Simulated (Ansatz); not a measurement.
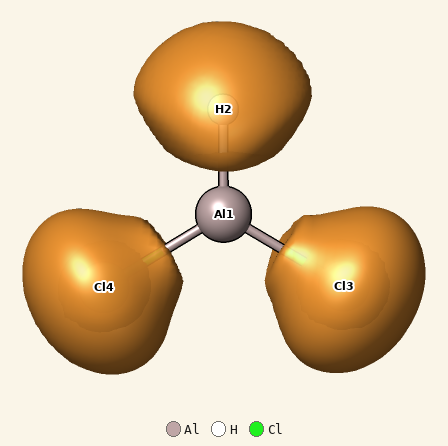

The picture shows: AlCl2H. Isosurface of the ELF at 0.75 (orange), seen across its widest extent. Core shells and regions of very low density are left out.

Computed with RKS PBE0-D4/def2-SVP in Ansatz.

**Describe the localisation domains.**

At this value the surface marks out one region around a hydrogen nucleus and two regions on Cl in which the atom's valence shell and bonds are merged.

Values along the shortest contacts:
Al–Cl (2.09 Å): the ELF peaks at about 0.85 in the valence shell of Cl, 0.9 Å from its nucleus, and is about 0.80 at the midpoint. Al–H (1.57 Å): the ELF climbs to about 1 towards the hydrogen.
